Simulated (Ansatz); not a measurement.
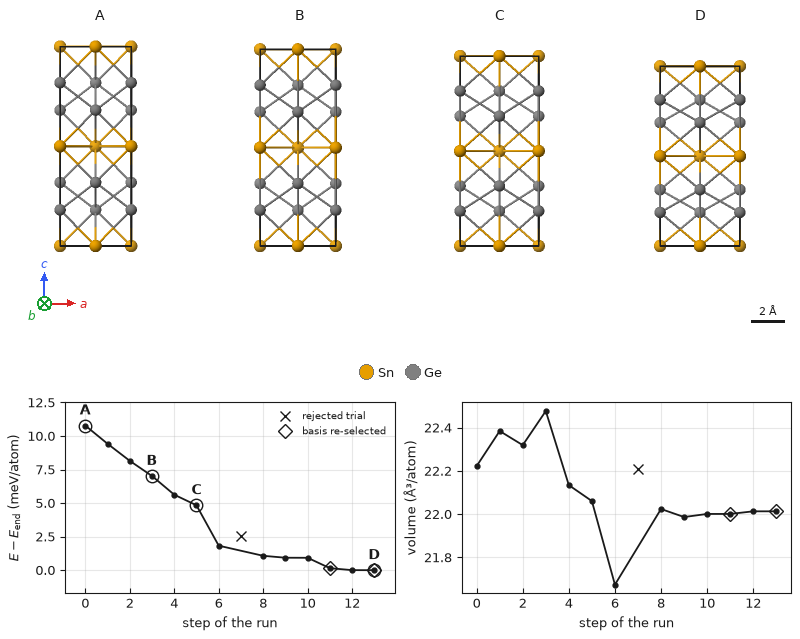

Frames of a relaxation of a crystal of SnGe$_{2}$ (a generated structure, set up in Fmmm), marked on the history of the run. Style: ball-and-stick. Shown: the conventional cell (4 times the calculation's cell), along the b axis. Lengths and directions refer to the drawn axes.

Method: DFT PBE, scalar-relativistic, plane waves, PAW (Ansatz 0.2.0). (plane-wave cutoff 420 eV; k-point mesh 14 × 14 × 14; occupations gaussian; smearing width 0.1 eV; no spin polarisation; cell and atoms relaxed; force threshold 0.01 eV/Å; at most 80 steps)

What happens along the run?

The largest moves relative to the cell, 0.060 Å, are those of Ge atoms. Sn stays in place. The drawn cell changes as follows: a 4.360 → 4.894 Å (+12.3 %), b 5.003 → 4.898 Å (−2.1 %), c 12.226 → 11.020 Å (−9.9 %); the volume changes by −0.9 %. Near-neighbour distances that change, for instance: Ge–Sn 3.897 → 3.453 Å, Ge–Ge 3.014 → 2.819 Å, Sn–Sn 3.318 → 3.462 Å, Ge–Sn 3.342 → 3.198 Å. Bond angles that change, for instance: Ge–Ge–Ge 104.7° → 120.6°, Sn–Ge–Ge 83.1° → 69.8°, Sn–Ge–Sn 89.1° → 99.9°. The space group (tolerance 0.01 Å) goes from Fmmm (No. 69) to I4/mmm (No. 139). The energy falls by 10.8 meV per atom in 10 accepted moves (13 points after the start). Largest force component: 0.05 eV/Å at the start, 0.00051 eV/Å at the end. Pressure: 0.31 GPa at the start and 0.01 GPa at the end. The line search rejected the trial step at point 7 of the run. The SCF was repeated twice at an unchanged geometry on a basis and grid sized afresh for the cell, which shifted the energy by 0.8 meV per atom at most. Cost: 7 min on 1 thread of Intel(R) Xeon(R) Platinum 8488C (Sapphire Rapids), on a shared host, peak memory 0.91 GiB. From step 0 to 3: volume +1.1 %, energy −3.8 meV per atom. From step 3 to 5: Ge atoms move most (0.02 Å), volume −1.9 %, energy −2.2 meV per atom. From step 5 to 13: Ge atoms move most (0.03 Å), volume −0.2 %, energy −4.8 meV per atom.
